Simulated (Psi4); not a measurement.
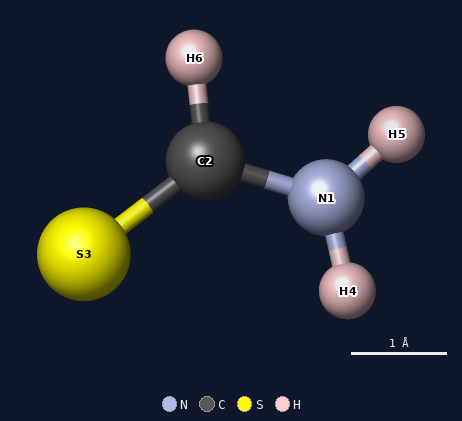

The structure (ball-and-stick view, seen on its broad side; atoms are numbered from 1 in the order of the input).

## Excited-state calculation, with input and output: CH3NS

System: CH3NS.
Method: TDA (wB97X)/aug-cc-pVDZ, RKS (Psi4 1.11).

The geometry comes from this level: PBE0-D4/def2-TZVP.

What the program printed
```
Psi4 1.11 release

   => Loading Basis Set <=

    Name: AUG-CC-PVDZ
    Role: ORBITAL
    Keyword: BASIS

         ---------------------------------------------------------
                                   SCF
                              RKS Reference
                        1 Threads,   1525 MiB Core
         ---------------------------------------------------------

  ==> Geometry <==

    Molecular point group: c1
    Full point group: C1

    Geometry (in Bohr), charge = 0, multiplicity = 1:

       Center              X                  Y                   Z               Mass
    ------------   -----------------  -----------------  -----------------  -----------------
         N           -2.626508163066     0.858688834117    -1.332214590903    14.003074004430
         C           -0.454438063066     1.216962004117    -0.102796570903    12.000000000000
         S            1.541736336934    -0.977992675883     0.725357009097    31.972071174400
         H           -3.136072813066    -0.908923185883    -1.821880420903     1.007825032230
         H           -3.767241343066     2.308789074117    -1.782479630903     1.007825032230
         H           -0.101928553066     3.204727124117     0.327494069097     1.007825032230

  Running in c1 symmetry.

  Rotational constants: A =      2.10615  B =      0.20448  C =      0.18638 [cm^-1]
  Rotational constants: A =  63140.72215  B =   6130.08316  C =   5587.60471 [MHz]
  Nuclear repulsion =   95.091830033037226

  Charge       = 0
  Multiplicity = 1
  Electrons    = 32
  Nalpha       = 16
  Nbeta        = 16

  ==> Algorithm <==

  SCF Algorithm Type is PK.
  DIIS enabled.
  MOM disabled.
  Fractional occupation disabled.
  Guess Type is SAD.
  Energy threshold   = 1.00e-06
  Density threshold  = 1.00e-06
  Integral threshold = 1.00e-12

  ==> Primary Basis <==

  Basis Set: AUG-CC-PVDZ
    Blend: AUG-CC-PVDZ
    Number of shells: 44
    Number of basis functions: 100
    Number of Cartesian functions: 106
    Spherical Harmonics?: true
    Max angular momentum: 2

  ==> DFT Potential <==

   => LibXC <=

    Version 7.1.2

   => Composite Functional: WB97X <=

    wB97X Hyb-GGA Exchange-Correlation Functional

    Deriv               =              1
    GGA                 =           TRUE
    Meta                =          FALSE

    Exchange Hybrid     =           TRUE
    MP2 Hybrid          =          FALSE

   => Exchange-Correlation Functionals <=

    1.0000   wB97X range-separated functional

   => Exact (HF) Exchange <=

    0.8423            HF,LR [omega = 0.3000]
    0.1577               HF

   => LibXC Density Thresholds  <==

    XC_HYB_GGA_XC_WB97X:  1.00E-14

   => Molecular Quadrature <=

    Radial Scheme          =       TREUTLER
    Pruning Scheme         =           NONE
    Nuclear Scheme         =       TREUTLER

    Blocking Scheme        =         OCTREE
    BS radius alpha        =              1
    Pruning alpha          =              1
    Radial Points          =             99
    Spherical Points       =            590
    Total Points           =         337548
    Total Blocks           =           2459
    Max Points             =            256
    Max Functions          =            100
    Weights Tolerance      =       1.00E-15

  ==> Integral Setup <==

  Using in-core PK algorithm.
   Calculation information:
      Number of atoms:                   6
      Number of AO shells:              44
      Number of primitives:            124
      Number of atomic orbitals:       106
      Number of basis functions:       100

      Integral cutoff                 1.00e-12
      Number of threads:                 1

  Performing in-core PK
  Using 38261325 doubles for integral storage.
  We computed 490395 shell quartets total.
  Whereas there are 490545 unique shell quartets.

  Computing range-separated integrals for PK
  We computed 490395 wK shell quartets total.
  Whereas there are 490545 wK unique shell quartets.

  ==> DiskJK: Disk-Based J/K Matrices <==

    J tasked:                  Yes
    K tasked:                  Yes
    wK tasked:                 Yes
    Omega:               3.000E-01
    Memory [MiB]:              762
    Schwarz Cutoff:          1E-12

  Cached 33.3% of DFT collocation blocks in 0.320 [GiB].

  Minimum eigenvalue in the overlap matrix is 2.5061012121E-04.
  Reciprocal condition number of the overlap matrix is 2.7254358023E-05.
    Using symmetric orthogonalization.

  ==> Pre-Iterations <==

  SCF Guess: Superposition of Atomic Densities via on-the-fly atomic UHF (no occupation information).

   -------------------------
    Irrep   Nso     Nmo
   -------------------------
     A        100     100
   -------------------------
    Total     100     100
   -------------------------

  ==> Iterations <==

                        Total Energy        Delta E     RMS |[F,P]|

   @RKS iter SAD:  -492.37483346928855   -4.92375e+02   0.00000e+00
   @RKS iter   1:  -492.71063849988565   -3.35805e-01   5.20662e-03 ADIIS/DIIS
   @RKS iter   2:  -492.75330625525328   -4.26678e-02   4.45011e-03 ADIIS/DIIS
   @RKS iter   3:  -492.83572187644040   -8.24156e-02   6.48749e-04 ADIIS/DIIS
   @RKS iter   4:  -492.83808296059743   -2.36108e-03   1.73699e-04 ADIIS/DIIS
   @RKS iter   5:  -492.83828874168847   -2.05781e-04   5.24288e-05 DIIS
   @RKS iter   6:  -492.83830625171925   -1.75100e-05   2.12721e-05 DIIS
   @RKS iter   7:  -492.83830999443728   -3.74272e-06   4.84205e-06 DIIS
   @RKS iter   8:  -492.83831050195408   -5.07517e-07   1.54595e-06 DIIS
   @RKS iter   9:  -492.83831055064275   -4.86887e-08   4.71937e-07 DIIS
  Energy and wave function converged.

  ==> Post-Iterations <==

   Electrons on quadrature grid:
      Ntotal   =   32.0000000621 ; deviation = 6.213e-08

    Orbital Energies [Eh]
    ---------------------

    Doubly Occupied:

       1A    -88.819099     2A    -14.467496     3A    -10.374841
       4A     -7.995104     5A     -5.957713     6A     -5.953799
       7A     -5.947958     8A     -1.099353     9A     -0.888650
      10A     -0.745678    11A     -0.687612    12A     -0.593032
      13A     -0.506499    14A     -0.478826    15A     -0.340652
      16A     -0.318449

    Virtual:

      17A      0.031070    18A      0.036834    19A      0.052948
      20A      0.068122    21A      0.099945    22A      0.120428
      23A      0.128019    24A      0.146379    25A      0.152231
      26A      0.164067    27A      0.165460    28A      0.175264
      29A      0.186343    30A      0.193263    31A      0.209687
      32A      0.249603    33A      0.287139    34A      0.293971
      35A      0.297321    36A      0.312623    37A      0.328308
      38A      0.364004    39A      0.376653    40A      0.403065
      41A      0.405096    42A      0.434084    43A      0.449028
      44A      0.470449    45A      0.510202    46A      0.513341
      47A      0.524294    48A      0.555322    49A      0.571640
      50A      0.587660    51A      0.595323    52A      0.601595
      53A      0.638470    54A      0.657112    55A      0.674894
      56A      0.712541    57A      0.729908    58A      0.761043
      59A      0.787458    60A      0.811428    61A      0.831376
      62A      0.862190    63A      0.892128    64A      0.904128
      65A      0.961609    66A      0.992365    67A      1.055364
      68A      1.069975    69A      1.096840    70A      1.122546
      71A      1.189901    72A      1.205706    73A      1.286249
      74A      1.302924    75A      1.395615    76A      1.425857
      77A      1.489627    78A      1.515622    79A      1.640960
      80A      1.713992    81A      1.739095    82A      1.828984
      83A      1.891095    84A      1.921190    85A      1.938223
      86A      2.017048    87A      2.061831    88A      2.079961
      89A      2.139050    90A      2.208054    91A      2.242109
      92A      2.358107    93A      2.453298    94A      2.527229
      95A      2.581060    96A      2.644282    97A      2.766677
      98A      2.961866    99A      3.256473   100A      3.371695

    Final Occupation by Irrep:
              A
    DOCC [    16 ]
    NA   [    16 ]
    NB   [    16 ]

  @RKS Final Energy:  -492.83831055064275

   => Energetics <=

    Nuclear Repulsion Energy =             95.0918300330372261
    One-Electron Energy =                -866.0163494985891930
    Two-Electron Energy =                 306.9585543933745271
    DFT Exchange-Correlation Energy =     -28.8723454784652915
    Empirical Dispersion Energy =           0.0000000000000000
    VV10 Nonlocal Energy =                  0.0000000000000000
    Total Energy =                       -492.8383105506427455

Computation Completed

Properties will be evaluated at   0.000000,   0.000000,   0.000000 [a0]

Properties computed using the SCF density matrix

 Multipole Moments:

 ------------------------------------------------------------------------------------
     Multipole            Electronic (a.u.)      Nuclear  (a.u.)        Total (a.u.)
 ------------------------------------------------------------------------------------

 L = 1.  Multiply by 2.5417464519 to convert [e a0] to [Debye]
 Dipole X            :          2.0154307           -3.4496468           -1.4342161
 Dipole Y            :         -1.4011677            2.2693041            0.8681364
 Dipole Z            :          0.9335679           -1.6134354           -0.6798675
 Magnitude           :                                                    1.8091038

 ------------------------------------------------------------------------------------

	total time  =         23 seconds =       0.38 minutes

******************************************************************************************
**********                               WARNING                                **********
**********       The names of excited state variables changed between 1.5       **********
**********     and 1.6. For a quick solution, remove the symmetry specifier     **********
**********   from the variable name. For full details, see 'Notes on Psivars'   **********
**********                        in the documentation.                         **********
******************************************************************************************

         ---------------------------------------------------------
                         TDSCF excitation energies
         ---------------------------------------------------------

  ==> Options <==

     Residual threshold  : 1.0000e-04
     Initial guess       : denominators
     Reference           : RHF
     Solver type         : TDA (Davidson)

  ==> Requested Excitations <==

      4 singlet states with A symmetry

  ==> Seeking the lowest 4 singlet states with A symmetry

                         Generalized Davidson Solver

  ==> Options <==

    Max number of iterations        = 60
    Eigenvector tolerance           = 1.0000e-04
    Max number of expansion vectors = 800

  => Iterations <=
                           Max[D[value]]     Max[|R|]   # vectors
  DavidsonSolver iter   1:   2.50475e-01  1.11792e-01     16
  DavidsonSolver iter   2:   1.95333e-02  3.95486e-02     20
  DavidsonSolver iter   3:   1.80807e-03  8.91807e-03     24
  DavidsonSolver iter   4:   1.31676e-04  4.29255e-03     28
  DavidsonSolver iter   5:   2.60758e-05  1.74180e-03     32
  DavidsonSolver iter   6:   3.86249e-06  6.97282e-04     35
  DavidsonSolver iter   7:   4.32377e-07  1.81639e-04     38
  DavidsonSolver iter   8:   3.13641e-08  6.82483e-05     40      Converged

******************************************************************************************
**********                               WARNING                                **********
**********  Length-gauge rotatory strengths are **NOT** gauge-origin invariant  **********
******************************************************************************************

                                    Excitation Energy         Total Energy        Oscillator Strength             Rotatory Strength
     #   Sym: GS->ES (Trans)        au              eV              au          au (length)    au (velocity)    au (length)    au (velocity)
    ---- -------------------- --------------- --------------- --------------- --------------- --------------- --------------- ---------------
     1        A->A (1 A)       0.12925         3.51695        -492.70906       0.0001          0.0004          0.0000          0.0000
     2        A->A (1 A)       0.20477         5.57201        -492.63354       0.1760          0.0035         -0.0000         -0.0000
     3        A->A (1 A)       0.22582         6.14490        -492.61249       0.2512          0.0648         -0.0000         -0.0000
     4        A->A (1 A)       0.23036         6.26848        -492.60795       0.0014          0.0002          0.0000          0.0000

Contributing excitations
Only contributions with abs(coeff) > 1.00e-01 will be printed:

Excited State    1 (1 A):   0.12925 au   352.53 nm f = 0.0001
  Sums of squares: Xssq =  1.000000e+00
     16a  ->  18a    -0.990965 (98.201%)

Excited State    2 (1 A):   0.20477 au   222.51 nm f = 0.1760
  Sums of squares: Xssq =  1.000000e+00
     15a  ->  18a    -0.837483 (70.138%)
     16a  ->  17a     0.394756 (15.583%)
     16a  ->  20a     0.186697 ( 3.486%)
     16a  ->  23a    -0.186317 ( 3.471%)

Excited State    3 (1 A):   0.22582 au   201.77 nm f = 0.2512
  Sums of squares: Xssq =  1.000000e+00
     15a  ->  18a    -0.397142 (15.772%)
     16a  ->  17a    -0.630071 (39.699%)
     16a  ->  19a     0.248179 ( 6.159%)
     16a  ->  20a    -0.506564 (25.661%)
     16a  ->  24a     0.122863 ( 1.510%)
     16a  ->  27a    -0.235300 ( 5.537%)

Excited State    4 (1 A):   0.23036 au   197.79 nm f = 0.0014
  Sums of squares: Xssq =  1.000000e+00
     15a  ->  17a     0.875294 (76.614%)
     15a  ->  20a     0.291133 ( 8.476%)
     15a  ->  23a    -0.297023 ( 8.822%)
     15a  ->  27a     0.123941 ( 1.536%)

******************************************************************************************
**********                               WARNING                                **********
**********       The names of excited state variables changed between 1.5       **********
**********     and 1.6. For a quick solution, remove the symmetry specifier     **********
**********   from the variable name. For full details, see 'Notes on Psivars'   **********
**********                        in the documentation.                         **********
******************************************************************************************

  Variable Map:
  ----------------------------------------------------------------------------
  "CURRENT ENERGY"              =>    -492.838310550643
  "CURRENT REFERENCE ENERGY"    =>    -492.838310550643
  "DD SOLVATION ENERGY"         =>       0.000000000000
  "DFT FUNCTIONAL TOTAL ENERGY" =>    -492.838310550643
  "DFT TOTAL ENERGY"            =>    -492.838310550643
  "DFT VV10 ENERGY"             =>       0.000000000000
  "DFT XC ENERGY"               =>     -28.872345478465
  "GRID ELECTRONS ALPHA"        =>      16.000000031063
  "GRID ELECTRONS BETA"         =>      16.000000031063
  "GRID ELECTRONS TOTAL"        =>      32.000000062126
  "NUCLEAR REPULSION ENERGY"    =>      95.091830033037
  "ONE-ELECTRON ENERGY"         =>    -866.016349498589
  "PCM POLARIZATION ENERGY"     =>       0.000000000000
  "PE ENERGY"                   =>       0.000000000000
  "SCF ITERATION ENERGY"        =>    -492.838310550643
  "SCF ITERATIONS"              =>       9.000000000000
  "SCF TOTAL ENERGY"            =>    -492.838310550643
  "TWO-ELECTRON ENERGY"         =>     306.958554393375
  "XC GRID RADIAL POINTS"       =>      99.000000000000
  "XC GRID SPHERICAL POINTS"    =>     590.000000000000
  "XC GRID TOTAL POINTS"        =>  337548.000000000000

  Array Variable Map:
  ----------------------------------------------------------------------------
  "CURRENT DIPOLE"              =>      -1.434216118509 ... -0.679867499874 1 by 3
  "SCF DIPOLE"                  =>      -1.434216118509 ... -0.679867499874 1 by 3
  "SCF TOTAL ENERGIES"          =>    -492.374833469289 ... -492.838310550643 1 by 10

    Psi4 run time: 0:01:14.59
```

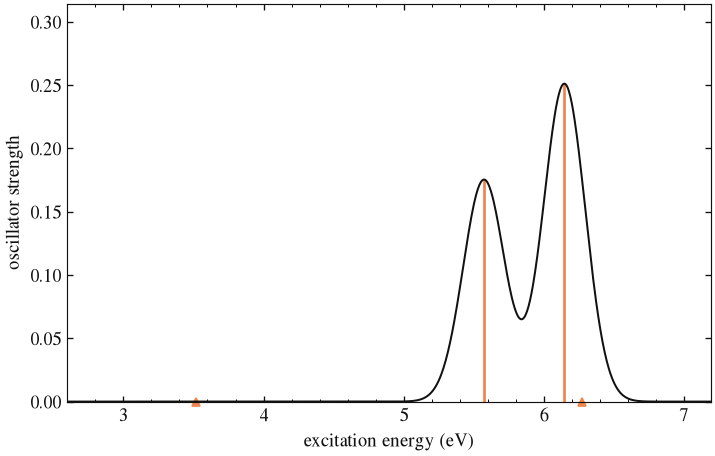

Computed excitations as sticks (degenerate states added up, dark ones marked on the axis), with a Gaussian envelope of 0.35 eV full width at half maximum, scaled to the tallest. Of the 4 states the lowest lies at 3.52 eV (f = 0.000); the strongest line is at 6.14 eV, or 202 nm (f = 0.251).

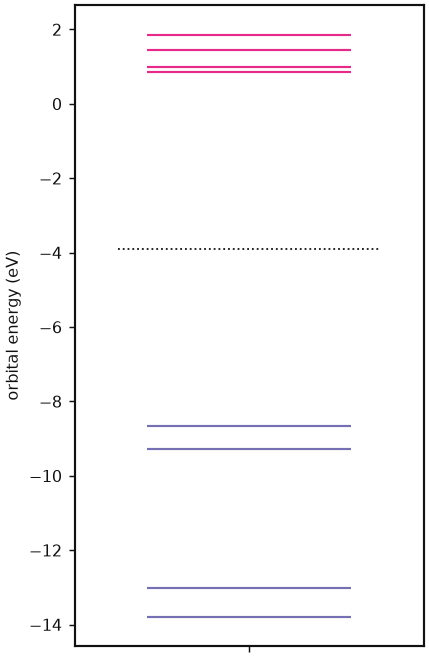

Orbital energies near the frontier; the dotted line parts filled from empty levels, and levels within 0.02 eV of each other stand side by side. Highest filled −8.67 eV, lowest empty 0.85 eV, 9.52 eV apart.

The run was set up as follows.

The input (job.inp)
```python
memory 1600 mb

molecule system {
  0 1
  N     -1.20243273    -0.09168951    -0.66779142
  C      0.96963737     0.26658366     0.56162660
  S      2.96581177    -1.92837102     1.38978018
  H     -1.71199738    -1.85930153    -1.15745725
  H     -2.34316591     1.35841073    -1.11805646
  H      1.32214688     2.25434878     0.99191724
  units au
  symmetry c1
}

set globals {
  basis                aug-cc-pVDZ
  puream               true
  scf_type             pk
  dft_radial_points    99
  dft_spherical_points 590
  save_jk              true
}

from psi4.driver.procrouting.response.scf_response import tdscf_excitations
result, w = energy("wb97x", return_wfn=True)
states = tdscf_excitations(w, states=4, tda=True)
print_variables()
```

Run as:
```bash
psi4 job.inp job.out -n 1
```

Results in brief

| quantity | value |
| --- | --- |
| outcome | converged |
| total energy | −492.838311 hartree |
| basis functions | 100 |
| HOMO | −8.67 eV |
| LUMO | 0.85 eV |
| dipole moment | 4.60 D |
| lowest excitation | 3.52 eV |
| hardware | 1 thread of Intel Xeon @ 2.70GHz, 189 GiB of memory available, shared host |
| wall time | 76 s |
| peak memory | 0.93 GiB |
